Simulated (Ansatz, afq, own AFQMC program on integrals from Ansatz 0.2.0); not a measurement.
# BNH+ (quintet): AFQMC on the coupled-cluster ladder, cc-pVDZ, part 2 of 2

Ansatz 0.2.0, Gaussian basis, and an in-house AFQMC program (afq) on its integrals; all values are calculated; cc-pVDZ, frozen cores.

**11. Phaseless AFQMC, single-determinant trial on ROHF**

It reads the integrals that the CCSD(T) run on this determinant wrote.

Run with:

```bash
afq ham --method phaseless --trial hf --walkers 120 --populations 1 --least-time 40 --time-step 0.005 --steps-per-block 20 --equilibration-blocks 112 --max-blocks 600 --target-error 0.00102 --factor-cut 1e-05 --start spin_pure --seed 367 --taylor-order 6
```

What it wrote:

```text
orbitals 31  electrons 6 2  factors 232 of 313
reference energy -79.16153756 Eh
CCSD correlation -0.14260402 Eh in 11 cycles, weight of the determinant in the CISD state 0.9441
energy of the start -79.161542 Eh
 block  time / (1/Eh)  mean weight  energy / Eh
     1     0.100  0.9990  -79.203154
     2     0.200  1.0000  -79.230428
     3     0.300  1.0017  -79.248552
     4     0.400  1.0000  -79.263075
     5     0.500  1.0015  -79.283293
     6     0.600  0.9995  -79.286524
     7     0.700  0.9999  -79.283244
     8     0.800  1.0001  -79.282706
     9     0.900  1.0002  -79.285705
    10     1.000  1.0007  -79.291324
    18     1.800  0.9992  -79.289679
    35     3.500  1.0000  -79.314373
    52     5.200  1.0019  -79.304550
    69     6.900  0.9979  -79.293944
    86     8.600  1.0009  -79.297338
   103    10.300  0.9993  -79.316572
   120    12.000  1.0023  -79.317277
   137    13.700  1.0005  -79.320224
   154    15.400  0.9993  -79.293996
   171    17.100  1.0000  -79.303361
   188    18.800  1.0016  -79.305014
   205    20.500  0.9993  -79.302597
   222    22.200  0.9980  -79.307611
   239    23.900  1.0002  -79.292846
   256    25.600  1.0010  -79.291487
   273    27.300  0.9992  -79.301788
   290    29.000  1.0002  -79.309680
   307    30.700  1.0001  -79.308745
   324    32.400  0.9997  -79.309534
   341    34.100  1.0006  -79.322028
   358    35.800  0.9998  -79.308692
   375    37.500  0.9988  -79.302312
   392    39.200  1.0001  -79.287997
   409    40.900  1.0001  -79.308821
   426    42.600  0.9992  -79.325750
   443    44.300  1.0007  -79.296789
   460    46.000  0.9994  -79.303571
   477    47.700  1.0003  -79.304102
   494    49.400  1.0010  -79.312150
   511    51.100  1.0001  -79.296590
   528    52.800  1.0019  -79.310202
   545    54.500  1.0000  -79.308164
   562    56.200  1.0004  -79.336110
   579    57.900  0.9993  -79.317713
   596    59.600  0.9995  -79.305303
   613    61.300  0.9989  -79.296160
   630    63.000  1.0006  -79.324922
   647    64.700  0.9989  -79.309872
   664    66.400  0.9990  -79.297898
   681    68.100  0.9974  -79.305951
   698    69.800  0.9971  -79.297375
blocks merged  error / Eh  count
     1  0.000494  600
     2  0.000649  300
     4  0.000843  150
     8  0.001022  75
    16  0.001174  37
    32  0.001075  18
    64  0.001104  9
energy -79.307240 +/- 0.001174 Eh
```

Run time: 3 min. Hardware: 1 thread of Arm Neoverse V1, shared host.

Energy -2158.0599 ± 0.0319 eV. Caveats: constraint bias not in the error.

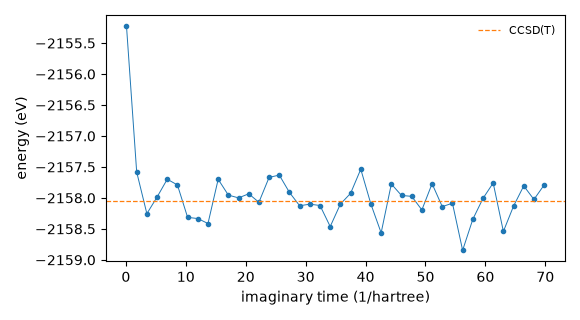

Block energies along the walk.

**12. Free-projection AFQMC, CISD trial on ROHF**

It reads the integrals that the CCSD(T) run on this determinant wrote.

Run with:

```bash
afq ham --method free --trial cisd --walkers 60 --time-step 0.03 --max-blocks 80 --target-error 0.00034 --factor-cut 1e-05 --seed 4880 --times 0,0.3,0.6,1.2,1.8,2.4,3.6,4.8,6 --taylor-order 8
```

What it wrote:

```text
orbitals 31  electrons 6 2  factors 232 of 313
reference energy -79.16153756 Eh
CCSD correlation -0.14260402 Eh in 11 cycles, weight of the determinant in the CISD state 0.9441
repeat  energy at the last time / Eh  error
    10  -79.307012  0.000654
    20  -79.307137  0.000405
    30  -79.307546  0.000392
    40  -79.307508  0.000333
time / (1/Eh)  energy / Eh  error  mean overlap
  0.00  -79.304137  0.000060  1.0594
  0.30  -79.306246  0.000110  1.0610
  0.60  -79.306890  0.000105  1.0588
  1.20  -79.307507  0.000165  1.0383
  1.80  -79.307522  0.000159  1.0276
  2.40  -79.307470  0.000185  1.0429
  3.60  -79.307204  0.000225  1.0501
  4.80  -79.307077  0.000223  1.0495
  6.00  -79.307493  0.000324  1.0422
energy -79.307493 +/- 0.000324 Eh
```

Run time: 90 s. Hardware: 1 thread of Arm Neoverse V1, shared host.

Energy -2158.0668 ± 0.0088 eV. Caveats: remainder of the start not in the error.

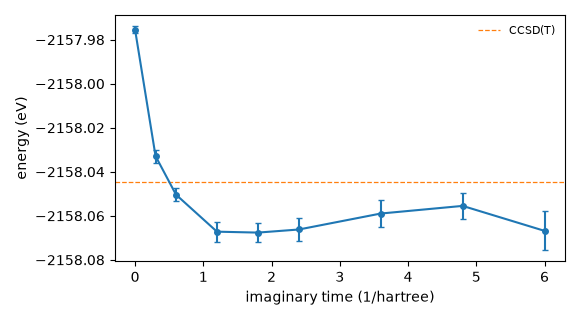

Energy against projection time, with error bars.

**13. CCSD(T) on UHF**

in.yaml

```yaml
crystal:
  periodic: [false, false, false]
  atoms:
    - {symbol: B, position_ang: [0.000000, 0.079752, 0.863775]}
    - {symbol: N, position_ang: [0.000000, -0.117617, -0.587927]}
    - {symbol: H, position_ang: [0.000000, 0.779045, -1.094669]}
basis:
  gaussian: {orbitals: cc-pVDZ}
total_charge: 1
magnetization: {spin_polarized: true, initial_magnetization: 4}
correlation: {method: ccsd_t, electrons: outside_noble_gas, hamiltonian_folder: ham}
```

Run with:

```bash
ansatz run in.yaml --threads 1 --pin off --events-out ev --progress --plain --max-ram 1382MiB
```

What it wrote:

```text
Functional definition: HF
  name "HF"
  cite "Fock, Z. Phys. 61, 126 (1930) doi:10.1007/BF01340294"
  parent pbe
  exchange = exact_x
  correlation = 0
313 factors; integrals over basis functions are off by at most 1.1e-3 eV
mean field evaluation 1: about -2152.6316 eV, gradient 1.3e1 eV
mean field evaluation 2: about -2152.6341 eV, gradient 1.3e1 eV
mean field evaluation 4: about -2154.1563 eV, gradient 1.9e0 eV
mean field evaluation 8: about -2154.2169 eV, gradient 6.1e-3 eV
mean field evaluation 16: about -2154.2132 eV, gradient 2.8e-1 eV
mean field evaluation 32: about -2154.2091 eV, gradient 9.1e-1 eV
mean field evaluation 64: about -2153.8747 eV, gradient 6.0e-2 eV
mean field -2154.21690340 eV, -79.1660110194 hartree, gradient 3.4e-6 eV, S^2 6.008139; 6 other end points of the search recorded, 0 dependent functions left out
determinant -2154.21690340 eV, -79.1660110194 hartree, with singles and doubles -2157.97823092 eV, -79.3042372563 hartree
determinant -2153.87480435 eV, -79.1534391111 hartree, with singles and doubles -2157.57246701 eV, -79.2893257075 hartree
determinant -2154.21690340 eV, -79.1660110194 hartree, with singles and doubles -2157.97828208 eV, -79.3042391364 hartree
determinant -2153.87480435 eV, -79.1534391111 hartree, with singles and doubles -2157.57261422 eV, -79.2893311174 hartree
2 core orbitals not correlated: weight in the atoms' cores, before any rotation towards them, 1.000 or more for the frozen orbitals, at most 0.000 for the correlated occupied ones
reference -2154.21690340 eV, -79.1660110194 hartree; 6, 2 occupied and 25, 29 virtual orbitals, 313 factors
second order -3.13715554 eV of doubles, -0.00000000 eV of singles
cycle   1  -3.76137961 eV  change   -9.3e-7 eV  update   2.3e-6
perturbative correction -0.06753031 eV, -0.0024816930 hartree
Total energy: -2158.04581332 eV, -79.3067208636 hartree
```

It took 1.2 s on 1 thread of Arm Neoverse V1, shared host.

From the report: ⟨S²⟩ of the determinant 6.008 (pure quintet: 6.00); correlation -3.8289 eV; T1 0.012; largest double amplitude 0.03.

This run also writes the integrals to the folder ham.

**14. CCSDT(Q) on UHF**

Edit in.yaml of step 13 so:

```diff
@@ -10,2 +10,2 @@
 magnetization: {spin_polarized: true, initial_magnetization: 4}
-correlation: {method: ccsd_t, electrons: outside_noble_gas, hamiltonian_folder: ham}
+correlation: {method: ccsdt_q, electrons: outside_noble_gas}
```

Launched as before.

What it wrote:

```text
Functional definition: HF
  name "HF"
  cite "Fock, Z. Phys. 61, 126 (1930) doi:10.1007/BF01340294"
  parent pbe
  exchange = exact_x
  correlation = 0
605 factors; integrals over basis functions are off by at most 1.4e-7 eV
mean field evaluation 1: about -2152.6316 eV, gradient 1.3e1 eV
mean field evaluation 2: about -2152.6341 eV, gradient 1.3e1 eV
mean field evaluation 4: about -2154.1563 eV, gradient 1.9e0 eV
mean field evaluation 8: about -2154.2169 eV, gradient 6.1e-3 eV
mean field evaluation 16: about -2154.2132 eV, gradient 2.8e-1 eV
mean field evaluation 32: about -2154.2091 eV, gradient 9.2e-1 eV
mean field evaluation 64: about -2153.8747 eV, gradient 6.0e-2 eV
mean field -2154.21693025 eV, -79.1660120058 hartree, gradient 3.4e-6 eV, S^2 6.008139; 6 other end points of the search recorded, 0 dependent functions left out
determinant -2154.21693025 eV, -79.1660120058 hartree, with singles and doubles -2157.97825243 eV, -79.3042380466 hartree
determinant -2153.87483174 eV, -79.1534401176 hartree, with singles and doubles -2157.57248962 eV, -79.2893265385 hartree
determinant -2154.21693025 eV, -79.1660120058 hartree, with singles and doubles -2157.97830359 eV, -79.3042399268 hartree
determinant -2153.87483174 eV, -79.1534401176 hartree, with singles and doubles -2157.57263689 eV, -79.2893319506 hartree
2 core orbitals not correlated: weight in the atoms' cores, before any rotation towards them, 1.000 or more for the frozen orbitals, at most 0.000 for the correlated occupied ones
reference -2154.21693025 eV, -79.1660120058 hartree; 6, 2 occupied and 25, 29 virtual orbitals, 605 factors
second order -3.13715987 eV of doubles, -0.00000000 eV of singles
cycle   1  -3.58564298 eV  change   -4.5e-1 eV  update   4.6e-2
cycle   2  -3.81520151 eV  change   -2.3e-1 eV  update   2.0e-2
cycle   3  -3.84181313 eV  change   -2.7e-2 eV  update   8.4e-3
cycle   4  -3.84177505 eV  change    3.8e-5 eV  update   3.9e-3
cycle   5  -3.84286111 eV  change   -1.1e-3 eV  update   1.3e-3
cycle   6  -3.84315322 eV  change   -2.9e-4 eV  update   5.8e-4
cycle   7  -3.84326068 eV  change   -1.1e-4 eV  update   2.6e-4
cycle   8  -3.84333675 eV  change   -7.6e-5 eV  update   1.2e-4
cycle   9  -3.84329624 eV  change    4.1e-5 eV  update   6.2e-5
cycle  10  -3.84329015 eV  change    6.1e-6 eV  update   3.4e-5
cycle  11  -3.84330657 eV  change   -1.6e-5 eV  update   1.8e-5
cycle  12  -3.84330587 eV  change    6.9e-7 eV  update   7.4e-6
cycle  13  -3.84330358 eV  change    2.3e-6 eV  update   3.2e-6
cycle  14  -3.84330019 eV  change    3.4e-6 eV  update   1.4e-6
cycle  15  -3.84329924 eV  change    9.5e-7 eV  update   6.0e-7
cycle  16  -3.84329915 eV  change    8.8e-8 eV  update   2.9e-7
perturbative correction -0.00324020 eV, -0.0001190750 hartree
Total energy: -2158.06346959 eV, -79.3073697196 hartree
```

Wall time 7 s (1 thread of Arm Neoverse V1, shared host).

From the report: ⟨S²⟩ of the determinant 6.008 (pure quintet: 6.00); correlation -3.8465 eV; T1 0.012; largest double amplitude 0.03.

**15. Phaseless AFQMC, CISD trial on UHF**

It reads the integrals that the CCSD(T) run on this determinant wrote.

Run with:

```bash
afq ham --method phaseless --trial cisd --walkers 60 --populations 1 --least-time 40 --time-step 0.005 --steps-per-block 50 --equilibration-blocks 28 --max-blocks 300 --target-error 0.00034 --factor-cut 1e-05 --start spin_pure --seed 5301 --release-times 0.24,0.5,1,1.5 --release-step 0.02 --release-every 4 --taylor-order 6
```

What it wrote:

```text
orbitals 31  electrons 6 2  factors 232 of 313
reference energy -79.16601102 Eh
CCSD correlation -0.13822813 Eh in 10 cycles, weight of the determinant in the CISD state 0.9458
energy of the start -79.304154 Eh
 block  time / (1/Eh)  mean weight  energy / Eh
     1     0.250  0.9974  -79.303705
     2     0.500  1.0000  -79.306365
     3     0.750  0.9996  -79.305271
     4     1.000  0.9987  -79.305357
     5     1.250  1.0002  -79.306619
     6     1.500  0.9999  -79.308021
     7     1.750  0.9978  -79.306887
     8     2.000  1.0014  -79.306928
     9     2.250  1.0003  -79.308781
    10     2.500  1.0001  -79.307259
    13     3.250  0.9975  -79.308096
    17     4.250  1.0014  -79.308268
    21     5.250  0.9998  -79.307925
    25     6.250  1.0006  -79.308596
    29     7.250  0.9987  -79.307589
    33     8.250  1.0009  -79.306859
    37     9.250  1.0006  -79.310069
    41    10.250  1.0010  -79.309911
    45    11.250  0.9990  -79.304982
    49    12.250  1.0013  -79.306308
    53    13.250  1.0016  -79.307365
    57    14.250  1.0009  -79.306650
    61    15.250  1.0012  -79.304872
    65    16.250  1.0012  -79.306054
    69    17.250  1.0017  -79.306310
    73    18.250  1.0028  -79.308022
    77    19.250  0.9995  -79.306667
    81    20.250  0.9977  -79.306481
    85    21.250  0.9980  -79.306369
    89    22.250  1.0008  -79.312985
    93    23.250  0.9998  -79.306495
    97    24.250  0.9987  -79.306679
   101    25.250  1.0014  -79.307034
   105    26.250  1.0011  -79.306232
   109    27.250  1.0003  -79.306240
   113    28.250  0.9990  -79.305824
   117    29.250  0.9989  -79.307303
   121    30.250  0.9989  -79.305436
   125    31.250  0.9993  -79.307083
   129    32.250  1.0015  -79.306216
   133    33.250  0.9991  -79.306037
   137    34.250  1.0014  -79.305955
   141    35.250  1.0003  -79.306297
   145    36.250  1.0011  -79.308025
   149    37.250  1.0009  -79.306736
   153    38.250  1.0011  -79.307938
   157    39.250  1.0027  -79.308894
   161    40.250  1.0017  -79.307274
   165    41.250  1.0000  -79.307198
   169    42.250  1.0005  -79.306183
   173    43.250  1.0003  -79.306401
   177    44.250  1.0003  -79.306239
   181    45.250  1.0004  -79.305690
   185    46.250  1.0003  -79.305105
blocks merged  error / Eh  count
     1  0.000099  160
     2  0.000121  80
     4  0.000144  40
     8  0.000169  20
    16  0.000178  10
released: time / (1/Eh)  energy / Eh  error  mean overlap
  0.24  -79.307119  0.000141  1.0070
  0.50  -79.307194  0.000124  1.0153
  1.00  -79.307290  0.000147  1.0078
  1.50  -79.307577  0.000202  0.9829
energy -79.306876 +/- 0.000169 Eh
```

Wall time 2.3 min (1 thread of Arm Neoverse V1, shared host).

Energy -2158.0500 ± 0.0046 eV. Caveats: constraint bias not in the error.

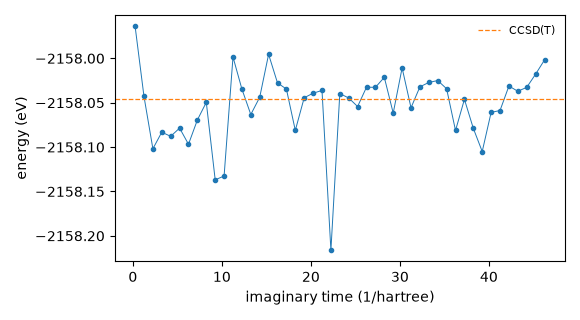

Block energies along the walk.

**16. Phaseless AFQMC, single-determinant trial on UHF**

It reads the integrals that the CCSD(T) run on this determinant wrote.

Run with:

```bash
afq ham --method phaseless --trial hf --walkers 120 --populations 1 --least-time 40 --time-step 0.005 --steps-per-block 20 --equilibration-blocks 112 --max-blocks 600 --target-error 0.00102 --factor-cut 1e-05 --start spin_pure --seed 367 --taylor-order 6
```

What it wrote:

```text
orbitals 31  electrons 6 2  factors 232 of 313
reference energy -79.16601102 Eh
CCSD correlation -0.13822813 Eh in 10 cycles, weight of the determinant in the CISD state 0.9458
energy of the start -79.166241 Eh
 block  time / (1/Eh)  mean weight  energy / Eh
     1     0.100  0.9990  -79.206472
     2     0.200  1.0000  -79.233421
     3     0.300  1.0015  -79.250953
     4     0.400  1.0001  -79.266624
     5     0.500  1.0014  -79.281893
     6     0.600  0.9995  -79.287133
     7     0.700  0.9998  -79.278621
     8     0.800  1.0001  -79.278942
     9     0.900  1.0002  -79.284223
    10     1.000  1.0006  -79.288692
    13     1.300  1.0012  -79.294743
    25     2.500  1.0009  -79.323996
    37     3.700  1.0013  -79.305272
    49     4.900  0.9993  -79.302739
    61     6.100  0.9923  -79.324821
    73     7.300  0.9990  -79.309050
    85     8.500  0.9990  -79.300748
    97     9.700  1.0002  -79.327714
   109    10.900  1.0012  -79.323278
   121    12.100  1.0010  -79.331805
   133    13.300  0.9999  -79.305093
   145    14.500  1.0016  -79.293193
   157    15.700  0.9996  -79.294060
   169    16.900  0.9992  -79.319490
   181    18.100  0.9998  -79.301101
   193    19.300  1.0003  -79.302710
   205    20.500  0.9989  -79.297200
   217    21.700  0.9994  -79.313769
   229    22.900  0.9991  -79.292093
   241    24.100  1.0000  -79.332434
   253    25.300  0.9991  -79.305582
   265    26.500  0.9987  -79.318432
   277    27.700  0.9996  -79.308216
   289    28.900  1.0005  -79.302972
   301    30.100  1.0006  -79.309348
   313    31.300  0.9997  -79.308873
   325    32.500  0.9998  -79.305872
   337    33.700  1.0003  -79.318477
   349    34.900  1.0003  -79.302563
   361    36.100  0.9994  -79.309809
   373    37.300  0.9995  -79.292175
   385    38.500  1.0025  -79.312016
   397    39.700  1.0006  -79.295551
   409    40.900  1.0000  -79.305871
   421    42.100  0.9990  -79.282591
   433    43.300  0.9986  -79.313447
   445    44.500  0.9986  -79.327161
   457    45.700  0.9989  -79.295058
   469    46.900  1.0008  -79.320267
   481    48.100  0.9993  -79.289514
   493    49.300  0.9995  -79.306531
   505    50.500  0.9997  -79.309711
blocks merged  error / Eh  count
     1  0.000544  400
     2  0.000698  200
     4  0.000863  100
     8  0.001019  50
    16  0.001000  25
    32  0.001121  12
energy -79.308167 +/- 0.001019 Eh
```

Run time: 2.2 min. Hardware: 1 thread of Arm Neoverse V1, shared host.

Energy -2158.0852 ± 0.0277 eV. Caveats: constraint bias not in the error.

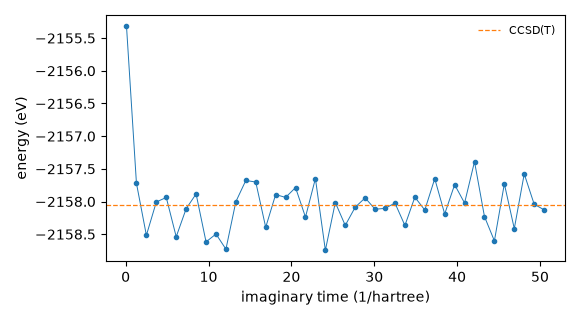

Block energies along the walk.

**17. Free-projection AFQMC, CISD trial on UHF**

It reads the integrals that the CCSD(T) run on this determinant wrote.

Run with:

```bash
afq ham --method free --trial cisd --walkers 60 --time-step 0.03 --max-blocks 80 --target-error 0.00034 --factor-cut 1e-05 --seed 4880 --times 0,0.3,0.6,1.2,1.8,2.4,3.6,4.8,6 --taylor-order 8
```

What it wrote:

```text
orbitals 31  electrons 6 2  factors 232 of 313
reference energy -79.16601102 Eh
CCSD correlation -0.13822813 Eh in 10 cycles, weight of the determinant in the CISD state 0.9458
repeat  energy at the last time / Eh  error
    10  -79.307337  0.000767
    20  -79.307383  0.000435
    30  -79.307832  0.000444
    40  -79.307769  0.000379
    50  -79.307666  0.000334
time / (1/Eh)  energy / Eh  error  mean overlap
  0.00  -79.304246  0.000054  1.0578
  0.30  -79.306455  0.000091  1.0514
  0.60  -79.306932  0.000109  1.0528
  1.20  -79.307319  0.000129  1.0453
  1.80  -79.307347  0.000147  1.0375
  2.40  -79.307375  0.000136  1.0462
  3.60  -79.307256  0.000190  1.0466
  4.80  -79.307449  0.000188  1.0392
  6.00  -79.307730  0.000336  1.0281
energy -79.307730 +/- 0.000336 Eh
```

Wall time 1.9 min (1 thread of Arm Neoverse V1, shared host).

Energy -2158.0733 ± 0.0091 eV. Caveats: remainder of the start not in the error.

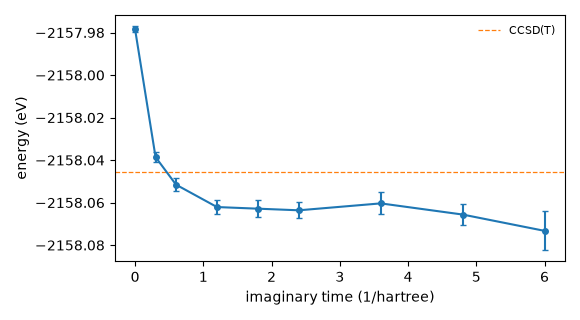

Energy against projection time, with error bars.

**18. AFQMC on the ladder**

On the ROHF determinant, counted from CCSDT(Q) (a yardstick, not exact):

```csv
level,energy (eV),from CCSDT(Q) (kJ/mol),statistical error (kJ/mol),time
HF,-2154.0952,+382.7,,
MP2,-2157.3525,+68.5,,
CCSD,-2157.9756,+8.3,,
CCSD(T),-2158.0444,+1.7,,
CCSDT(Q),-2158.0619,0.0,,
"Phaseless AFQMC, CISD trial, step 0.005, 60 walkers",-2158.0610,+0.1,0.6,2.4 min
"Phaseless AFQMC, single-determinant trial, step 0.005, 120 walkers",-2158.0599,+0.2,3.1,3 min
"Free-projection AFQMC, CISD trial, step 0.03, 60 walkers",-2158.0668,-0.5,0.9,90 s
```

On the UHF determinant, counted from CCSDT(Q) (a yardstick, not exact):

```csv
level,energy (eV),from CCSDT(Q) (kJ/mol),statistical error (kJ/mol),time
HF,-2154.2169,+371.1,,
MP2,-2157.3541,+68.4,,
CCSD,-2157.9783,+8.2,,
CCSD(T),-2158.0458,+1.7,,
CCSDT(Q),-2158.0635,0.0,,
"Phaseless AFQMC, CISD trial, step 0.005, 60 walkers",-2158.0500,+1.3,0.4,2.3 min
"Phaseless AFQMC, single-determinant trial, step 0.005, 120 walkers",-2158.0852,-2.1,2.7,2.2 min
"Free-projection AFQMC, CISD trial, step 0.03, 60 walkers",-2158.0733,-0.9,0.9,1.9 min
```

The functionals' totals stand on their own zeros and serve differences with other points: PBE -2160.567 eV; r2SCAN -2162.699 eV; PBE0 -2161.075 eV; B3LYP -2163.594 eV; wB97M-V -2162.631 eV; B2PLYP -2161.518 eV.

**19. Outcome**

The summary covers parts 1 to 2.

| quantity | value |
| --- | --- |
| CCSD(T) on ROHF from CCSDT(Q) | +1.7 kJ/mol |
| Phaseless AFQMC, CISD trial on ROHF from CCSDT(Q) | +0.1 ± 0.6 kJ/mol |
| Phaseless AFQMC, single-determinant trial on ROHF from CCSDT(Q) | +0.2 ± 3.1 kJ/mol |
| Free-projection AFQMC, CISD trial on ROHF from CCSDT(Q) | -0.5 ± 0.9 kJ/mol |
| CCSD(T) on UHF from CCSDT(Q) | +1.7 kJ/mol |
| Phaseless AFQMC, CISD trial on UHF from CCSDT(Q) | +1.3 ± 0.4 kJ/mol |
| Phaseless AFQMC, single-determinant trial on UHF from CCSDT(Q) | -2.1 ± 2.7 kJ/mol |
| Free-projection AFQMC, CISD trial on UHF from CCSDT(Q) | -0.9 ± 0.9 kJ/mol |

In words: On ROHF the phaseless walk with the CISD trial lies +0.1 kJ/mol from CCSDT(Q), within three error bars. Free projection has no constraint; at the last time it gives -0.5 ± 0.9 kJ/mol. On UHF the phaseless walk with the CISD trial lies +1.3 kJ/mol from CCSDT(Q), within three error bars. Free projection has no constraint; at the last time it gives -0.9 ± 0.9 kJ/mol, and from a start that isn't spin pure other spins can mix in. Error bars are statistical and leave out the constraint, the time step and what remains of the start.
